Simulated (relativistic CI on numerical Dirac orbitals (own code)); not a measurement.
# Co V (Co⁴⁺): levels and lines

The task is the spectrum of Co⁴⁺: levels, purity of their labels, lifetimes and lines; runs with one setting changed show what the result hangs on.

The numbers are computed with relativistic CI on numerical Dirac orbitals (own code) version 4 (Dirac-Coulomb-Breit CI, KLI orbitals optimised for each configuration, model QED (radiative potential, 1s self-energy scaled to tabulated hydrogen-like ionisation energies), valence Slater integrals scaled by 0.85, P86 correlation energy added to each configuration), except any that are marked as measured or tabulated.

## (1) The atom as given

```
ion                       : Co⁴⁺ (Co V)
nuclear charge            : 27
electrons                 : 23
isotope                   : A = 59
first configuration typed : [Ar] 3d5
```

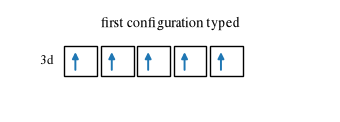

Outer shells as boxes.

## (2) CI with the chosen configurations

Settings of the run:

```ini
atom Co  Z=27  charge=4  electrons=23
nucleus A=59  rms_radius_fm=3.7875
hamiltonian dirac-coulomb  breit=on  qed=on  c_scale=1
orbitals kli  potential=per-configuration
slater_scale 0.85
correlation p86
mixing on
configurations
  [Ar] 3d5
  [Ar] 3d4 4s
  [Ar] 3d4 4p
  [Ne] 3s2 3p5 3d6
  [Ar] 3d4 4d
  [Ar] 3d4 5s
  [Ar] 3d4 5p
  [Ar] 3d4 4f
  [Ar] 3d4 5d
  [Ar] 3d3 4s 4p
  [Ar] 3d4 5f
  [Ar] 3d4 5g
  [Ne] 3s 3p6 3d6
  [Ar] 3d3 4s2
  [Ar] 3d2 4s2 4p
  [Ar] 3d2 4s2 4d
  [Ar] 3d2 4s2 5s
  [Ar] 3d2 4s2 5p
end
```

The run is started by

```bash
$ python run_levels.py task.json out
```

task.json lists these runs, among others, and the program works through them in turn.

## (4) Slater integrals scaled by 0.75

The settings differ from step 2 so:

```diff
@@ -4,3 +4,3 @@
 orbitals kli  potential=per-configuration
-slater_scale 0.85
+slater_scale 0.75
 correlation p86
```

## (5) Correlation estimate lda-sx

The settings differ from step 4 so:

```diff
@@ -4,4 +4,4 @@
 orbitals kli  potential=per-configuration
-slater_scale 0.75
-correlation p86
+slater_scale 0.85
+correlation lda-sx
 mixing on
```

## (6) Without the Breit term

The settings differ from step 5 so:

```diff
@@ -2,6 +2,6 @@
 nucleus A=59  rms_radius_fm=3.7875
-hamiltonian dirac-coulomb  breit=on  qed=on  c_scale=1
+hamiltonian dirac-coulomb  breit=off  qed=on  c_scale=1
 orbitals kli  potential=per-configuration
 slater_scale 0.85
-correlation lda-sx
+correlation p86
 mixing on
```

## (7) Without QED terms

The settings differ from step 6 so:

```diff
@@ -2,3 +2,3 @@
 nucleus A=59  rms_radius_fm=3.7875
-hamiltonian dirac-coulomb  breit=off  qed=on  c_scale=1
+hamiltonian dirac-coulomb  breit=on  qed=off  c_scale=1
 orbitals kli  potential=per-configuration
```

(Steps that only read results are left out.)

**Question.** What will these runs give? Wanted: lowest level; first excitation; lowest level of the other parity; fastest E1 line; ionisation energy; mean error of paired levels.

As calculated:

| run | time | mean size of shift, levels followed (cm⁻¹) | lowest level | ionisation energy (eV) | mean error to measured (cm⁻¹) |
| --- | --- | --- | --- | --- | --- |
| main run | 2.7 s | 0 | 3d5 6S5/2 | 79.362 | 1988 |
| Slater integrals scaled by 0.75 | 2.7 s | 4671 | 3d5 6S5/2 | 79.047 | 5208 |
| correlation estimate lda-sx | 2.7 s | 2.6 | 3d5 6S5/2 | 79.878 | 2139 |
| without the Breit term | 2.3 s | 66.7 | 3d5 6S5/2 | 79.330 | 1881 |
| without QED terms | 2.2 s | 1.1 | 3d5 6S5/2 | 79.358 | 1924 |

The semi-empirical ionisation energy (NIST) is 79.5 eV.

| quantity | value |
| --- | --- |
| lowest level | 3d5 6S5/2 |
| first excitation | 3d5 4G11/2, 35336 cm⁻¹ |
| lowest level of the other parity | 3d4 4p 6F°1/2, 280712 cm⁻¹ |
| levels in the model | 2804 |
| fastest E1 line (by rate) to the lowest level among the lowest 200 of 2804 levels | 35.27 nm, from 3d4 4p 6P°7/2 |
| ionisation energy | 79.362 eV |
| ionisation energy, semi-empirical (NIST) | 79.5 eV |
| mean error of paired levels | 1988 cm⁻¹ over 45 |

What this shows: The lowest level is 3d5 6S5/2, 100 % pure in LS and 43 % in jj coupling; over the low levels the means are 95 and 52 %, so LS coupling describes them better. The ionisation energy agrees with the semi-empirical value within its uncertainty of 0.2 eV. Of the changes tried, the run «Slater integrals scaled by 0.75» moves the low levels most, by 4671 cm⁻¹ on average. The run «without the Breit term» comes nearer the measured levels than the main run (1881 against 1988 cm⁻¹). The scale of 0.85 was itself chosen against such measured levels. Lifetimes count radiative decay inside the model alone.
